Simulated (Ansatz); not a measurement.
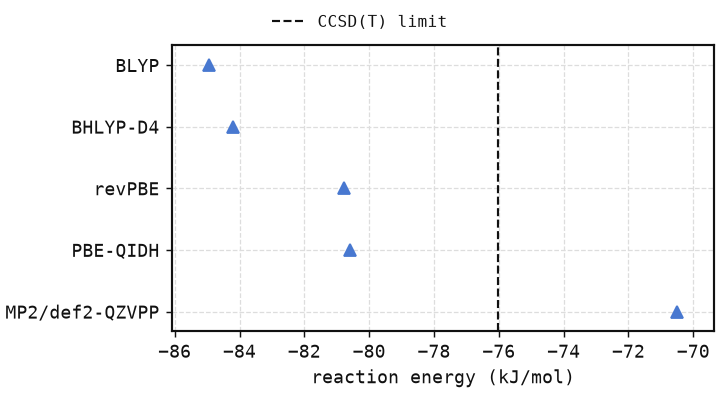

Electronic reaction energy of CH₆SeSn (C[Se][SnH3]) + H₂ ([H][H]) → SnH₄Se ([SeH][SnH3]) + CH₄ (C) (SMILES in brackets) at several levels (functionals in def2-TZVPP unless a basis is named), isolated molecules at PBE0-D4 triple-zeta geometries, minima by their frequencies, no zero-point or thermal terms, the Ansatz code. The line is frozen-core CCSD(T) at the basis limit (MP2 extrapolated from triple and quadruple zeta, plus CCSD(T) less MP2 in a smaller set). PBE-QIDH holds a correlation term that converges slowly with the basis, so part of the distance to the limit is basis error. No dispersion term is added to BLYP, revPBE and PBE-QIDH. The distance of MP2/def2-QZVPP to the limit includes basis error. Core potentials past Kr.

Which level comes closest to the line (CCSD(T) limit), and which misses most?

Answer. Closest PBE-QIDH (−80.6 kJ/mol), against −76.0 kJ/mol; farthest BLYP (−84.9 kJ/mol).

What do zero-point energy and temperature add?

Answer. Zero-point change 12.0 kJ/mol; at 298.15 K and 1 bar the CCSD(T) limit plus thermal terms gives an enthalpy of reaction of −66.8 and a free energy of −71.2 kJ/mol (harmonic PBE0-D4 modes, ideal gas).

Note: no scalar relativity up to krypton; outer-core shells are correlated without core-valence functions, which makes the correlated values less sure; spin-orbit coupling is left out, and with Sn it can shift these values.
